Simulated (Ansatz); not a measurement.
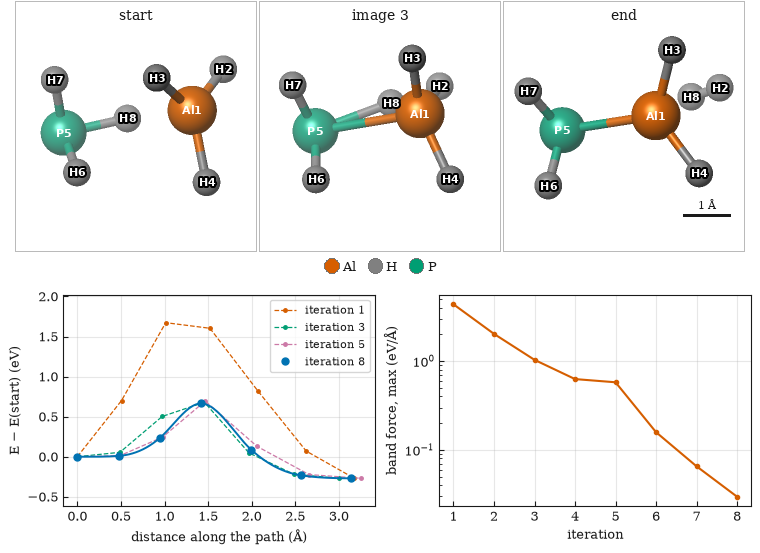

A nudged-elastic-band calculation for AlPH6, made up at the start of AlH3 and PH3. Images are numbered from 0 (start) to 6 (end). The plot follows the band through its iterations. Style: ball-and-stick. Shown from a free direction.

All numbers below come from RKS r2SCAN-D4/def2-SVP in Ansatz 0.2.0. Run with 5 movable images; climbing image; force threshold 0.03 eV/Å; iteration limit 60; starting path through a guess of the saddle point.

Q: Judge this run.

A: The result is final at these settings. The band converged in 8 iterations. The largest component of the band force went from 4.4 to 0.03 eV/Å. The climbing image converged on the top of the path. Its vibrational analysis gives one imaginary mode (1021i cm⁻¹), as a transition state must have. The first iteration put the highest image at 1.67 eV. The highest point, image 3, lies 0.66 eV above the start and 0.93 eV above the end; the end is at −0.27 eV relative to the start.

Limits of the set-up: the start holds two separate molecules, 2.3 Å apart at their closest, whose relative position is a soft coordinate.

Cost: 2.2 min on 1 thread of Arm Neoverse V1 (shared host), peak memory 0.12 GiB.
